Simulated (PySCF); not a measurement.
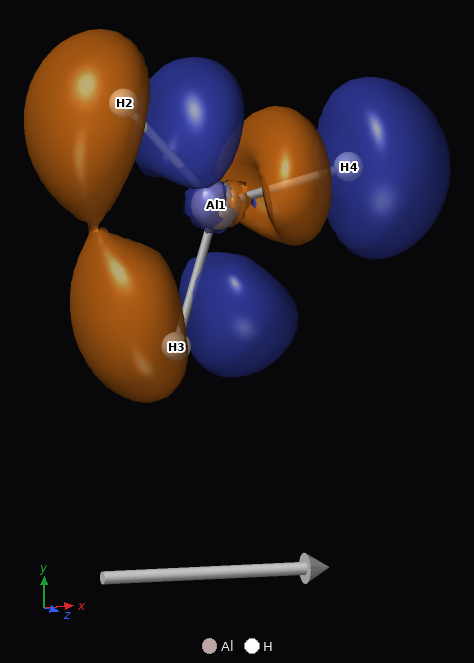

Figure. AlH3, SMILES `[AlH3]`. Change of the electron density in a uniform field of 0.21 V/Å along +x (arrow), surfaces at ±0.0015 e/Å³ (orange: gain, blue: loss).

Computed with PySCF, PBE0/def2-TZVP, geometry: GFN2-xTB. No frequency check shows the geometry to be a minimum. A basis without diffuse functions makes polarisabilities too small.

Input script:

```python
import numpy as np
from pyscf import gto, scf, dft
from pyscf.scf import atom_ks, atom_hf
from scipy.linalg import block_diag

def solve(mol, dm0=None, hcore=None):
    mf = (dft.UKS if mol.spin else dft.RKS)(mol, xc='pbe0')
    mf.grids.level = 3
    mf = mf.density_fit(auxbasis='def2-universal-jkfit')
    mf.conv_tol, mf.max_cycle = 1e-8, 80
    if hcore is not None:
        mf.get_hcore = lambda *args: hcore
    mf.kernel(dm0)
    if not mf.converged:
        mf = mf.newton().run(mf.mo_coeff, mf.mo_occ, max_cycle=30)
    assert mf.converged, 'SCF not converged'
    return mf

mol = gto.M(atom='''
Al     0.00000     0.00000     0.00000
H     -1.05770     1.13716     0.00000
H     -0.45597    -1.48457     0.00000
H      1.51364     0.34741     0.00000
''', basis='def2-tzvp', charge=0, spin=0, verbose=4)
field = np.array([0.004, 0.0, 0.0])  # atomic units
mol.set_common_orig(mol.atom_charges() @ mol.atom_coords() / mol.atom_charges().sum())
mf = solve(mol)
out = dict(dm0=mf.make_rdm1(), d0=mf.dip_moment(unit='AU'), e0=mf.e_tot)
for name, sign in (('p', 1), ('m', -1)):
    h = mf.get_hcore() + sign * np.einsum('x,xij->ij', field, mol.intor('int1e_r'))
    mi = solve(mol, mf.make_rdm1(), h)
    out.update({'dm' + name: mi.make_rdm1(), 'd' + name: mi.dip_moment(unit='AU'), 'e' + name: mi.e_tot})
# spherically averaged free atoms, for the promolecule
atm = atom_ks.get_atm_nrks(mol, xc='pbe0')
pro = block_diag(*[(atm[a[0]][2] * atm[a[0]][3]) @ atm[a[0]][2].T for a in mol._atom])
np.savez('result.npz', pro=pro, **out)
```

Command:

```sh
OMP_NUM_THREADS=1 python input.py
```

The run took 3.5 s on 1 thread of Arm Neoverse V2, with other jobs on the host, peak memory 0.22 GiB.

Partitions, critical points and surface values were worked out afterwards from this run's density.

**What dipole is induced, and what polarisability does it imply?**

The induced dipole is 0.32 D (along the field); α along this axis, from the fields in both directions, is 31 bohr³ (4.6 Å³).

**Which atoms gain and lose the most charge?**

Electrons gather most on H2 (Hirshfeld charge changes by −0.008 e) and leave H4 most (+0.011 e); 0.031 electrons are displaced in all.
